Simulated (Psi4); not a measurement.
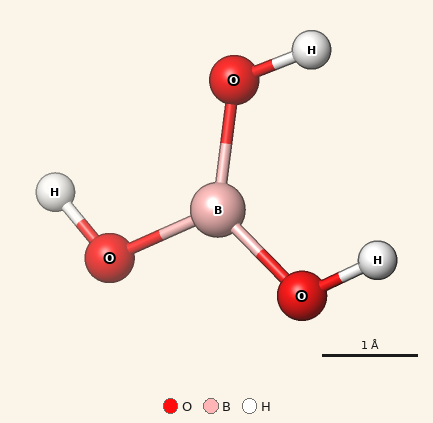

The input geometry (ball-and-stick view, seen at a tilt).

**Single-point calculation, with input and output: BH3O3**

System: BH3O3, SMILES OB(O)O.
Method: CCSD/def2-SVP, RHF (Psi4 1.11).

The geometry comes from this level: PBE0-D4/def2-TZVP.

### Output
```
=> Loading Basis Set <=

    Name: DEF2-SVP
    Role: ORBITAL
    Keyword: BASIS

         ---------------------------------------------------------
                                   SCF
                              RHF Reference
                        1 Threads,   1525 MiB Core
         ---------------------------------------------------------

  ==> Geometry <==

    Molecular point group: c1
    Full point group: C1

    Geometry (in Angstrom), charge = 0, multiplicity = 1:

       Center              X                  Y                   Z               Mass
    ------------   -----------------  -----------------  -----------------  -----------------
         O           -1.105845958035     0.815297881085     0.097345529659    15.994914619570
         B           -0.008345958035     0.005897881085     0.004145529659    11.009305360000
         O            0.505054041965    -0.456602118915     1.175545529659    15.994914619570
         O            0.604554041965    -0.368602118915    -1.169954470341    15.994914619570
         H           -1.453545958035     1.131297881085    -0.736054470341     1.007825032230
         H            1.270654041965    -1.015502118915     1.029945529659     1.007825032230
         H            0.214354041965    -0.023002118915    -1.972854470341     1.007825032230

  Running in c1 symmetry.

  Rotational constants: A =      0.33827  B =      0.32662  C =      0.16617 [cm^-1]
  Rotational constants: A =  10141.16790  B =   9791.91680  C =   4981.74135 [MHz]
  Nuclear repulsion =  116.229634474461250

  Charge       = 0
  Multiplicity = 1
  Electrons    = 32
  Nalpha       = 16
  Nbeta        = 16

  ==> Algorithm <==

  SCF Algorithm Type is PK.
  DIIS enabled.
  MOM disabled.
  Fractional occupation disabled.
  Guess Type is SAD.
  Energy threshold   = 1.00e-08
  Density threshold  = 1.00e-08
  Integral threshold = 1.00e-12

  ==> Primary Basis <==

  Basis Set: DEF2-SVP
    Blend: DEF2-SVP
    Number of shells: 33
    Number of basis functions: 71
    Number of Cartesian functions: 75
    Spherical Harmonics?: true
    Max angular momentum: 2

  ==> Integral Setup <==

  Using in-core PK algorithm.
   Calculation information:
      Number of atoms:                   7
      Number of AO shells:              33
      Number of primitives:             63
      Number of atomic orbitals:        75
      Number of basis functions:        71

      Integral cutoff                 1.00e-12
      Number of threads:                 1

  Performing in-core PK
  Using 6535692 doubles for integral storage.
  We computed 153777 shell quartets total.
  Whereas there are 157641 unique shell quartets.

  ==> DiskJK: Disk-Based J/K Matrices <==

    J tasked:                  Yes
    K tasked:                  Yes
    wK tasked:                  No
    Memory [MiB]:             1144
    Schwarz Cutoff:          1E-12

  Minimum eigenvalue in the overlap matrix is 1.6805859681E-02.
  Reciprocal condition number of the overlap matrix is 3.6304772431E-03.
    Using symmetric orthogonalization.

  ==> Pre-Iterations <==

  SCF Guess: Superposition of Atomic Densities via on-the-fly atomic UHF (no occupation information).

   -------------------------
    Irrep   Nso     Nmo
   -------------------------
     A         71      71
   -------------------------
    Total      71      71
   -------------------------

  ==> Iterations <==

                        Total Energy        Delta E     RMS |[F,P]|

   @RHF iter SAD:  -249.86562863005310   -2.49866e+02   0.00000e+00
   @RHF iter   1:  -250.82065146519744   -2.50821e+02   9.21008e-03 ADIIS+DIIS
   @RHF iter   2:  -250.94835128848393   -1.27700e-01   5.14321e-03 EDIIS+DIIS
   @RHF iter   3:  -250.99402397444874   -4.56727e-02   5.11962e-04 ADIIS+DIIS
   @RHF iter   4:  -250.99493273520295   -9.08761e-04   1.16276e-04 ADIIS+DIIS
   @RHF iter   5:  -250.99498532470824   -5.25895e-05   3.73326e-05 DIIS
   @RHF iter   6:  -250.99498959743494   -4.27273e-06   1.61873e-05 DIIS
   @RHF iter   7:  -250.99499038130841   -7.83873e-07   4.20930e-06 DIIS
   @RHF iter   8:  -250.99499046753704   -8.62286e-08   1.26132e-06 DIIS
   @RHF iter   9:  -250.99499047514780   -7.61077e-09   1.75224e-07 DIIS
   @RHF iter  10:  -250.99499047531310   -1.65301e-10   7.26725e-08 DIIS
   @RHF iter  11:  -250.99499047533391   -2.08047e-11   3.00900e-08 DIIS
   @RHF iter  12:  -250.99499047533635   -2.44427e-12   9.66597e-09 Converged
  Energy and wave function converged.

  ==> Post-Iterations <==

    Orbital Energies [Eh]
    ---------------------

    Doubly Occupied:

       1A    -20.568783     2A    -20.560035     3A    -20.546084
       4A     -7.671601     5A     -1.380679     6A     -1.330052
       7A     -1.321281     8A     -0.787532     9A     -0.757855
      10A     -0.675942    11A     -0.626558    12A     -0.597868
      13A     -0.552963    14A     -0.533582    15A     -0.511421
      16A     -0.495208

    Virtual:

      17A      0.147355    18A      0.214936    19A      0.230819
      20A      0.246794    21A      0.279424    22A      0.383547
      23A      0.415670    24A      0.469272    25A      0.649606
      26A      0.693459    27A      0.706501    28A      0.847568
      29A      0.908035    30A      0.925662    31A      1.146979
      32A      1.187926    33A      1.210508    34A      1.221824
      35A      1.245092    36A      1.303303    37A      1.310452
      38A      1.337302    39A      1.399209    40A      1.402250
      41A      1.491795    42A      1.536635    43A      1.575065
      44A      1.600874    45A      1.682649    46A      1.711736
      47A      1.742306    48A      1.799342    49A      1.803449
      50A      1.918372    51A      1.939379    52A      2.195609
      53A      2.244346    54A      2.569120    55A      2.581688
      56A      2.620423    57A      3.114501    58A      3.159655
      59A      3.214834    60A      3.264466    61A      3.316866
      62A      3.430844    63A      3.465591    64A      3.512196
      65A      3.607835    66A      3.648679    67A      3.749808
      68A      3.846990    69A      4.105988    70A      4.162466
      71A      4.262968

    Final Occupation by Irrep:
              A
    DOCC [    16 ]
    NA   [    16 ]
    NB   [    16 ]

  @RHF Final Energy:  -250.99499047533700

   => Energetics <=

    Nuclear Repulsion Energy =            116.2296344744612497
    One-Electron Energy =                -576.6143621963757369
    Two-Electron Energy =                 209.3897372465774822
    Total Energy =                       -250.9949904753370049

Computation Completed

Properties will be evaluated at   0.000000,   0.000000,   0.000000 [a0]

Properties computed using the SCF density matrix

 Multipole Moments:

 ------------------------------------------------------------------------------------
     Multipole            Electronic (a.u.)      Nuclear  (a.u.)        Total (a.u.)
 ------------------------------------------------------------------------------------

 L = 1.  Multiply by 2.5417464519 to convert [e a0] to [Debye]
 Dipole X            :         -0.0365442            0.0374720            0.0009278
 Dipole Y            :          0.0097451            0.0813191            0.0910641
 Dipole Z            :          0.2507391           -1.5774358           -1.3266966
 Magnitude           :                                                    1.3298186

 ------------------------------------------------------------------------------------

	total time  =          1 seconds =       0.02 minutes
 MINTS: Wrapper to libmints.

   Calculation information:
      Number of threads:                 1
      Number of atoms:                   7
      Number of AO shells:              33
      Number of SO shells:              33
      Number of primitives:             63
      Number of atomic orbitals:        75
      Number of basis functions:        71

      Number of irreps:                  1
      Integral cutoff                 1.00e-12
      Number of functions per irrep: [  71 ]

 OEINTS: Overlap, kinetic, potential, dipole, and quadrupole integrals
         stored in file 35.

      Computing two-electron integrals...done
      Computed 3167875 non-zero two-electron integrals.
        Stored in file 33.

	Wfn Parameters:
	--------------------
	Wavefunction         = CCSD
	Number of irreps     = 1
	Number of MOs        = 71
	Number of active MOs = 67
	AO-Basis             = NONE
	Semicanonical        = false
	Reference            = RHF
	Print Level          = 1

	IRREP	# MOs	# FZDC	# DOCC	# SOCC	# VIRT	# FZVR
	-----	-----	------	------	------	------	------
	 A	   71	    4	    12	    0	    55	    0
	Transforming integrals...
	IWL integrals will be deleted.
	(OO|OO)...
	Presorting SO-basis two-electron integrals.
	Sorting File: SO Ints (nn|nn) nbuckets = 1
	Constructing frozen core operators
	Starting first half-transformation.
	Sorting half-transformed integrals.
	First half integral transformation complete.
	Starting second half-transformation.
	Two-electron integral transformation complete.
	(OO|OV)...
	Starting second half-transformation.
	Two-electron integral transformation complete.
	(OO|VV)...
	Starting second half-transformation.
	Two-electron integral transformation complete.
	(OV|OO)...
	Starting first half-transformation.
	Sorting half-transformed integrals.
	First half integral transformation complete.
	Starting second half-transformation.
	Two-electron integral transformation complete.
	(OV|OV)...
	Starting second half-transformation.
	Two-electron integral transformation complete.
	(OV|VV)...
	Starting second half-transformation.
	Two-electron integral transformation complete.
	(VV|OO)...
	Starting first half-transformation.
	Sorting half-transformed integrals.
	First half integral transformation complete.
	Starting second half-transformation.
	Two-electron integral transformation complete.
	(VV|OV)...
	Starting second half-transformation.
	Two-electron integral transformation complete.
	(VV|VV)...
	Starting second half-transformation.
	Two-electron integral transformation complete.
	Frozen core energy     =   -250.73110355251444

	Size of irrep 0 of <ab|cd> integrals:      9.151 (MW) /     73.205 (MB)
	Total:                                     9.151 (MW) /     73.205 (MB)

	Size of irrep 0 of <ia|bc> integrals:      1.996 (MW) /     15.972 (MB)
	Total:                                     1.996 (MW) /     15.972 (MB)

	Size of irrep 0 of tijab amplitudes:       0.436 (MW) /      3.485 (MB)
	Total:                                     0.436 (MW) /      3.485 (MB)

	Nuclear Rep. energy          =    116.22963447446125
	SCF energy                   =   -250.99499047533700
	One-electron energy          =   -213.84516182764526
	Two-electron energy          =     97.35164043036065
	Reference energy             =   -250.99499047533780

	total time  =          2 seconds =       0.03 minutes
            **************************
            *                        *
            *        CCENERGY        *
            *                        *
            **************************

    Nuclear Rep. energy (wfn)     =  116.229634474461250
    SCF energy          (wfn)     = -250.994990475337005
    Reference energy    (file100) = -250.994990475337801

    Input parameters:
    -----------------
    Wave function   =     CCSD
    Reference wfn   =     RHF
    Brueckner       =     No
    Memory (Mbytes) =     1600.0
    Maxiter         =     50
    R_Convergence   =     1.0e-07
    E_Convergence   =     1.0e-06
    Restart         =     Yes
    DIIS            =     Yes
    AO Basis        =     NONE
    ABCD            =     NEW
    Cache Level     =     2
    Cache Type      =     LOW
    Print Level     =     1
    Num. of threads =     1
    # Amps to Print =     10
    Print MP2 Amps? =     No
    Analyze T2 Amps =     No
    Print Pair Ener =     No
    Local CC        =     No
    SCS-MP2         =     False
    SCSN-MP2        =     False
    SCS-CCSD        =     False

MP2 correlation energy -0.6379018543904409
                Solving CC Amplitude Equations
                ------------------------------
  Iter             Energy              RMS        T1Diag      D1Diag    New D1Diag    D2Diag
  ----     ---------------------    ---------   ----------  ----------  ----------   --------
     0        -0.637901854390441    0.000e+00    0.000000    0.000000    0.000000    0.114485
     1        -0.640919610277646    6.147e-02    0.009445    0.035058    0.035058    0.117232
     2        -0.653175445141625    2.040e-02    0.009795    0.036657    0.036657    0.121839
     3        -0.656710246656809    8.985e-03    0.011567    0.044394    0.044394    0.124054
     4        -0.656507660346264    1.713e-03    0.011826    0.045797    0.045797    0.124183
     5        -0.656517203647647    6.233e-04    0.011924    0.046406    0.046406    0.124209
     6        -0.656523513192469    1.844e-04    0.011951    0.046593    0.046593    0.124201
     7        -0.656517777045367    5.808e-05    0.011955    0.046631    0.046631    0.124192
     8        -0.656515897795338    1.496e-05    0.011956    0.046640    0.046640    0.124190
     9        -0.656516048574938    4.180e-06    0.011957    0.046642    0.046642    0.124190
    10        -0.656515787288371    1.342e-06    0.011957    0.046643    0.046643    0.124190
    11        -0.656515776592843    3.967e-07    0.011957    0.046643    0.046643    0.124190
    12        -0.656515753816482    1.715e-07    0.011957    0.046643    0.046643    0.124190
    13        -0.656515755018142    6.129e-08    0.011957    0.046643    0.046643    0.124190

    Iterations converged.

    Largest TIA Amplitudes:
              7   3        -0.0422671965
              7   7        -0.0187831316
              6   1        -0.0077675099
              8   5        -0.0071518849
              3   4         0.0069989205
              6   0         0.0069757598
              9   5        -0.0069672128
              5   6        -0.0064482252
              6   6         0.0062483843
              8   2        -0.0062450373

    Largest TIjAb Amplitudes:
     11  11   3   3        -0.0284044910
     10  10   3   3        -0.0270585502
     11  11  18  18        -0.0249713679
     10  10  17  17        -0.0241339372
      7   7   3   3        -0.0231517781
      3   3  10  10        -0.0167269380
      7   7   7   7        -0.0156466738
      4   4   9   9        -0.0144724970
      5   5  10  10        -0.0141445397
     11  11   3  22        -0.0141204436

    SCF energy       (wfn)                    = -250.994990475337005
    Reference energy (file100)                = -250.994990475337801

    Opposite-spin MP2 correlation energy      =   -0.467316393205488
    Same-spin MP2 correlation energy          =   -0.170585461184953
    Singles MP2 correlation energy            =   -0.000000000000000
    MP2 correlation energy                    =   -0.637901854390441
      * MP2 total energy                      = -251.632892329728236

    Opposite-spin CCSD correlation energy     =   -0.504668504482246
    Same-spin CCSD correlation energy         =   -0.151847250535896
    Singles CCSD correlation energy           =    0.000000000000000
    CCSD correlation energy                   =   -0.656515755018142
      * CCSD total energy                     = -251.651506230355949
```

### Standard output
```
total energy -251.65150623 hartree = -6847.78627 eV
```

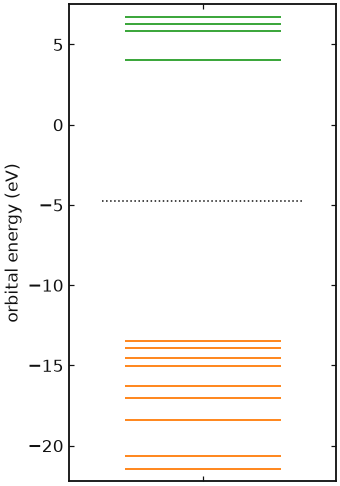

Orbital energies near the frontier (SCF reference); the dotted line parts filled from empty levels, and levels within 0.02 eV of each other stand side by side. Highest filled −13.48 eV, lowest empty 4.01 eV, 17.49 eV apart.

This output came from the following input.

### The input (calc.py)
```python
import psi4

psi4.set_memory('1600 MB')
psi4.set_num_threads(1)
psi4.core.set_output_file('psi4.out', False)

molecule = psi4.geometry("""
0 1
O     -1.109700     0.802600     0.321900
B     -0.012200    -0.006800     0.228700
O      0.501200    -0.469300     1.400100
O      0.600700    -0.381300    -0.945400
H     -1.457400     1.118600    -0.511500
H      1.266800    -1.028200     1.254500
H      0.210500    -0.035700    -1.748300
symmetry c1
""")

psi4.set_options({
    'basis': 'def2-SVP',
    'scf_type': 'pk',
    'num_frozen_docc': 4,
    'orbital_optimizer_package': 'ooo',
})

E, wfn = psi4.energy("ccsd", return_wfn=True)
print(f'total energy {E:.8f} hartree = {E * 27.211386:.5f} eV')
```

Run as:
```bash
python calc.py
```

### Key numbers

```csv
quantity,value
outcome,converged
total energy,−251.651506 hartree
SCF energy,−250.994990 hartree
MP2 energy,−251.632892 hartree
CCSD energy,−251.651506 hartree
correlation energy,−0.656516 hartree
basis functions,71
T1 diagnostic,0.012
HOMO of the SCF reference,−13.48 eV
LUMO of the SCF reference,4.01 eV
hardware,"1 thread of Intel Xeon @ 2.50GHz (Skylake/Cascade Lake), 12 GiB of memory available, shared host"
wall time,15 s
peak memory,0.35 GiB
```
